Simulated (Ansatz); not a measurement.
Consider CH$_{6}$Si···HS···H.

```xyz
11

Si   -0.4214   -0.3054    0.1705
S     1.1242   -2.0255    1.2200
H    -0.7402   -1.3770   -0.8171
H    -1.3208   -0.3312    1.3439
C    -0.6154    1.2407   -0.8803
H     1.1516   -0.3593    1.1987
H     0.8490    0.5514    0.9441
H     1.9494   -2.0293    0.1597
H    -1.5574    1.1725   -1.4357
H    -0.6100    2.1570   -0.2870
H     0.1909    1.3061   -1.6167
```

A transition-state structure; geometry: PBE0-D4/def2-TZVP.

Method: RKS PBE0-D4/def2-TZVPP (Ansatz).

Q: What can the converged electron density and electron localisation function tell about the bonding?

A: C–Si (1.88 Å): ρ at the midpoint is about 0.97 e/Å³; the ELF peaks at about 0.95 between the atoms, as expected for a shared electron pair.
C–H (1.09 Å): ρ at the midpoint is about 1.9 e/Å³; the ELF climbs to about 1 towards the hydrogen, as it does in any bond to H; a covalent bond by its length.
Si–H (1.48 Å): ρ is about 0.83 e/Å³ halfway; the ELF climbs to about 1 towards the hydrogen.

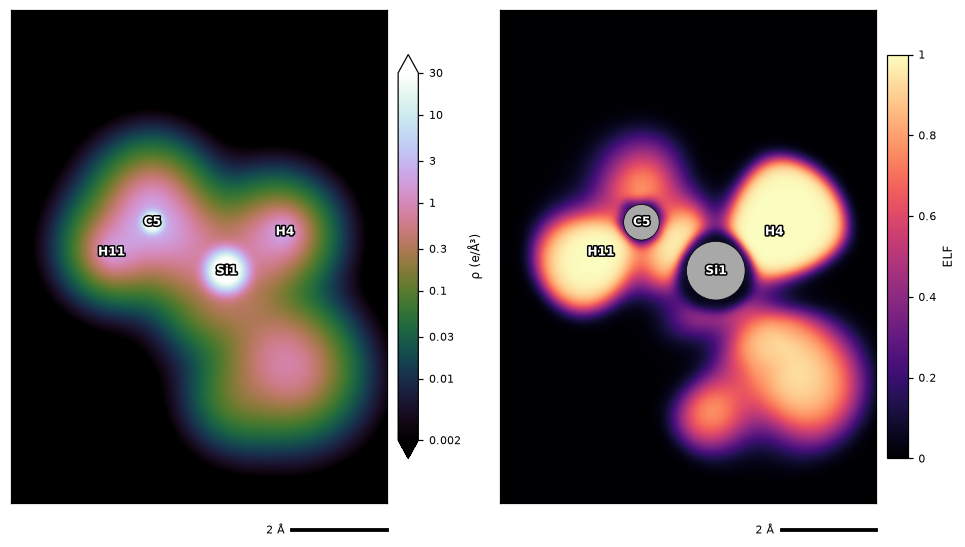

Computed electron density and electron localisation function on the plane of atoms H4, Si1 and C5, in this order. Grey discs cover the atomic cores in the ELF map. 
